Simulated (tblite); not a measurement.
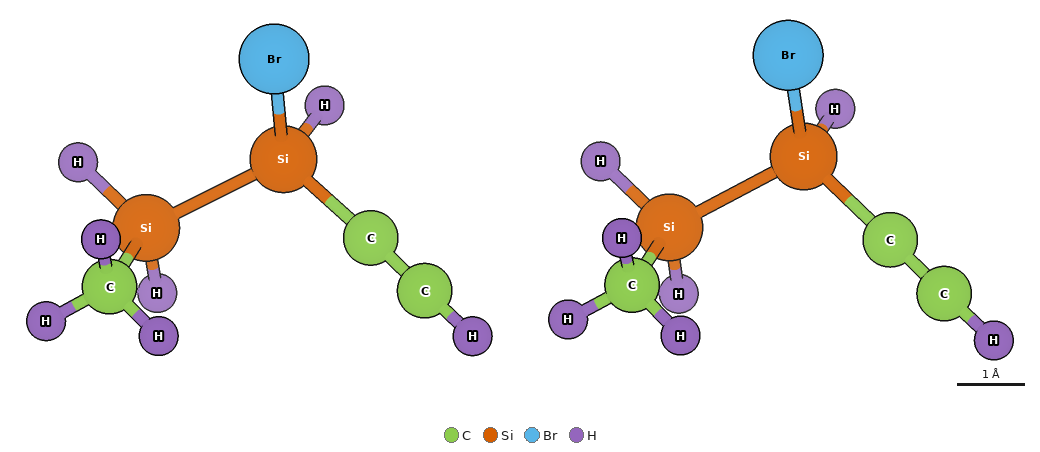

Two geometries of C3H7BrSi2, drawn at one scale. One is the start of a relaxation, the other its converged end. Style: ball-and-stick. Shown at a tilt.

Computed with tblite, GFN2-xTB geometry optimisation, gas phase. 

Which one is relaxed?

Answer. The left one is the relaxed one. The energy falls by 2.88 kcal/mol in 40 geometry steps. An H atom moves most after the best rigid fit: 0.17 Å. Largest moves by element: H 0.17 Å, Br 0.11 Å, Si 0.09 Å, C 0.07 Å. Among the contacts that change: C–Si 1.852 → 1.896 Å, Br–Si 2.231 → 2.263 Å, C–Si 1.882 → 1.850 Å, H–Si 1.495 → 1.463 Å. Among the angles between lasting bonds that change: Si–Si–H 110.4° → 120.2°, Br–Si–H 108.0° → 101.7°, C–Si–Br 107.4° → 103.1°. Cost: 0.5 s on 1 thread of Arm Neoverse N1, on a shared host.
